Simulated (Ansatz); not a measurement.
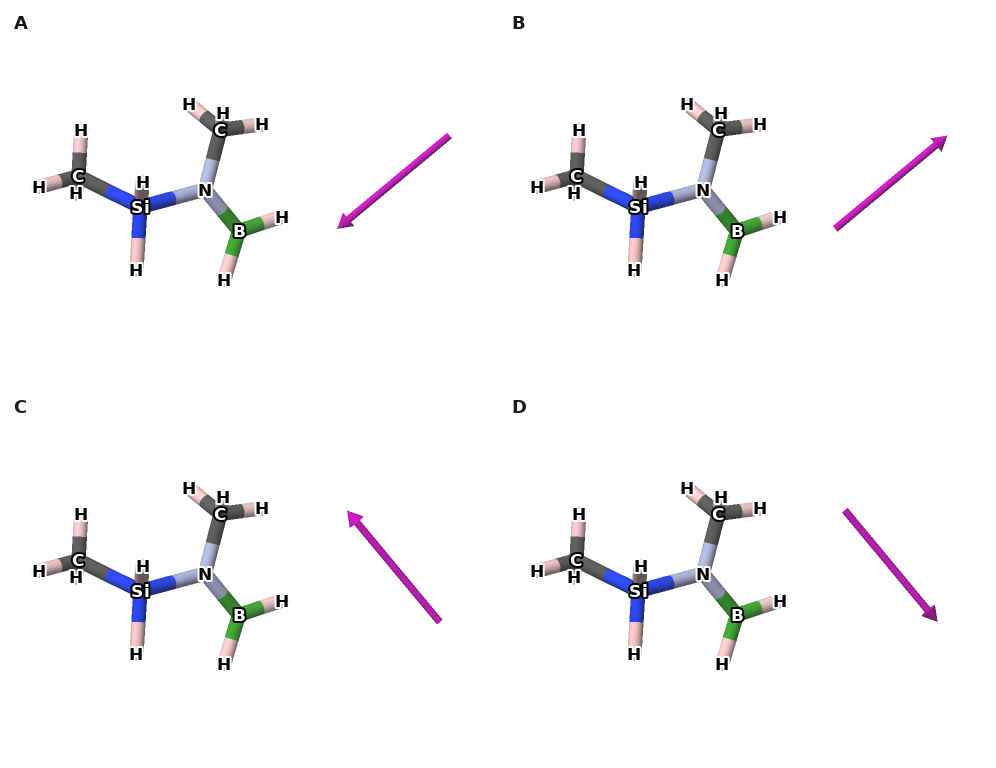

The same molecule four times, each with an arrow. Computed geometry: PBE-D4/def2-SVP optimisation. No frequency run is at hand to confirm it as a minimum. Properties computed with RKS PBE-D4/def2-SVP (Ansatz 0.2.0).

Question: Which arrow points along the dipole moment, from the negative to the positive end?

Answer: C. The dipole moment is 2.26 D.
